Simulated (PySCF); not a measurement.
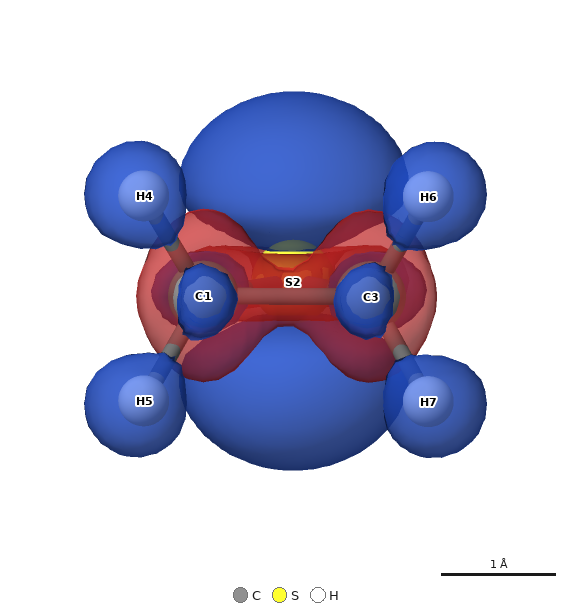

Figure. C₂H₄S, SMILES `C1SC1`. Fukui function f⁻ = ρ(N) − ρ(N−1) at fixed geometry, surfaces at ±0.03 e/Å³ (blue positive, red negative).

Level of theory: B3LYP/def2-SVPD (PySCF), at a geometry from GFN2-xTB. No frequency check shows the geometry to be a minimum. GFN2-xTB bond lengths at metals and heavier atoms can be off by up to 0.1 Å and shapes distorted, which carries into these values.

Input

```python
import numpy as np
from pyscf import gto, scf, dft
from pyscf.scf import atom_ks, atom_hf
from scipy.linalg import block_diag

def solve(mol, dm0=None, hcore=None):
    mf = (dft.UKS if mol.spin else dft.RKS)(mol, xc='b3lyp')
    mf.grids.level = 3
    mf = mf.density_fit(auxbasis='def2-universal-jkfit')
    mf.conv_tol, mf.max_cycle = 1e-8, 80
    if hcore is not None:
        mf.get_hcore = lambda *args: hcore
    mf.kernel(dm0)
    if not mf.converged:
        mf = mf.newton().run(mf.mo_coeff, mf.mo_occ, max_cycle=30)
    assert mf.converged, 'SCF not converged'
    return mf

mol = gto.M(atom='''
C      0.78657    -0.74008     0.00002
S     -0.85350    -0.00001    -0.00002
C      0.78659     0.74005     0.00002
H      1.05422    -1.25982     0.90983
H      1.05450    -1.25961    -0.90978
H      1.05402     1.25999     0.90983
H      1.05431     1.25978    -0.90978
''', basis='def2-svpd', charge=0, spin=0, verbose=4)
mf = solve(mol)
out = dict(e0=mf.e_tot, dm0=mf.make_rdm1(), c=mf.mo_coeff, occ=mf.mo_occ, eps=mf.mo_energy)
for name, dq, spin in [('cation', 1, 1), ('anion', -1, 1)]:
    ion = mol.copy().set(charge=mol.charge + dq, spin=spin).build()
    mi = solve(ion)
    if spin and dq > 0 and mol.nao < 130:
        c, _, stable, _ = mi.stability(return_status=True)
        if not stable:
            mi = solve(ion, mi.make_rdm1(c, mi.mo_occ))
    print(name, 'vertical energy change / eV', (mi.e_tot - mf.e_tot) * 27.211386)
    out.update({'e_' + name: mi.e_tot, 'dm_' + name: mi.make_rdm1(), 's2_' + name: mi.spin_square()[0], 'eps_' + name: mi.mo_energy, 'occ_' + name: mi.mo_occ})
# spherically averaged free atoms, for the promolecule
atm = atom_ks.get_atm_nrks(mol, xc='b3lyp')
pro = block_diag(*[(atm[a[0]][2] * atm[a[0]][3]) @ atm[a[0]][2].T for a in mol._atom])
np.savez('result.npz', pro=pro, **out)
```

Run with:

```sh
OMP_NUM_THREADS=1 python input.py
```

The run took 120 s on 1 thread of Arm Neoverse V1, on a shared host, peak memory 0.5 GiB.

Partitions, critical points and surface values were worked out afterwards from this run's density.

Question: Which atoms respond most to the removal of an electron?

Answer: f⁻ (Hirshfeld-condensed) is largest on S2 (0.60); the vertical ionisation energy is 9.04 eV. Condensed values hint at sites of electrophilic attack but needn't mark the atom that reacts. Orbital relaxation makes it negative in places (0.18 e in all).

```
atom     f⁻  charge
  C1  +0.07   −0.06
  S2  +0.60   −0.07
  C3  +0.08   −0.06
  H4  +0.06   +0.05
  H5  +0.06   +0.05
  H6  +0.06   +0.05
  H7  +0.06   +0.05
```
